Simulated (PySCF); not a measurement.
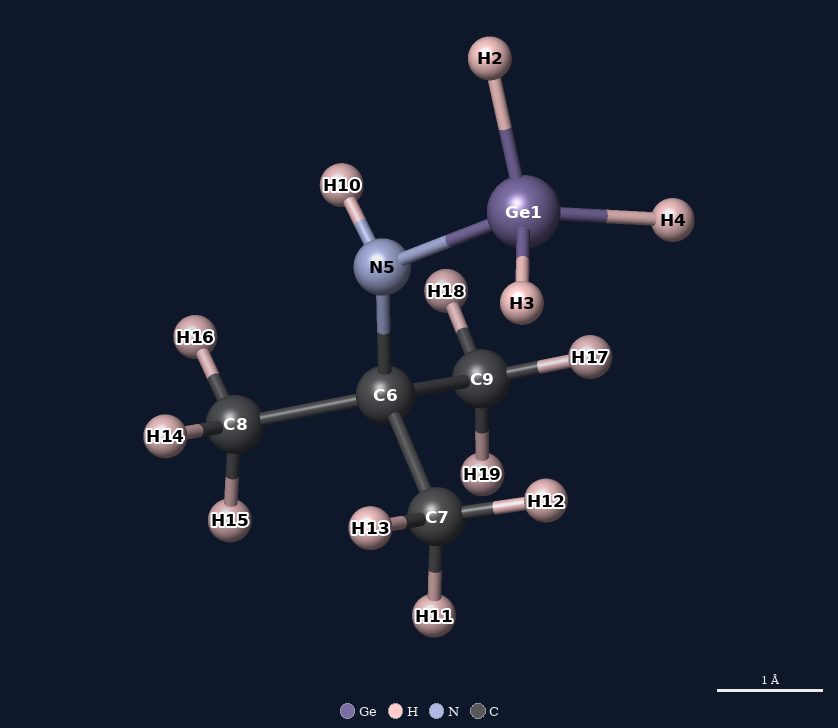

The atoms are numbered. The computed structure is the end point of a PBE0-D3(BJ)/def2-SVP optimisation. No frequency run is at hand to confirm it as a minimum.

> Describe the coordination of atom 9.

C9 has 4 neighbours (C6 at 1.53, H17 at 1.10, H18 at 1.10, H19 at 1.10 Å); the arrangement is tetrahedral.

> How are the neighbours of atom 8 arranged?

C8 has 4 neighbours (C6 at 1.53, H14 at 1.10, H15 at 1.10, H16 at 1.10 Å); the arrangement is tetrahedral.

> How are the neighbours of atom 6 arranged?

C6 has 4 neighbours (N5 at 1.46, C7 at 1.53, C8 at 1.53, C9 at 1.53 Å); the arrangement is tetrahedral.

> What is the geometry at Ge1?

Ge1 has 4 neighbours (H2 at 1.54, H3 at 1.54, H4 at 1.55, N5 at 1.84 Å); the arrangement is tetrahedral.

> What is the dihedral angle Ge1–N5–C6–C8?

164° in size, that is anti.
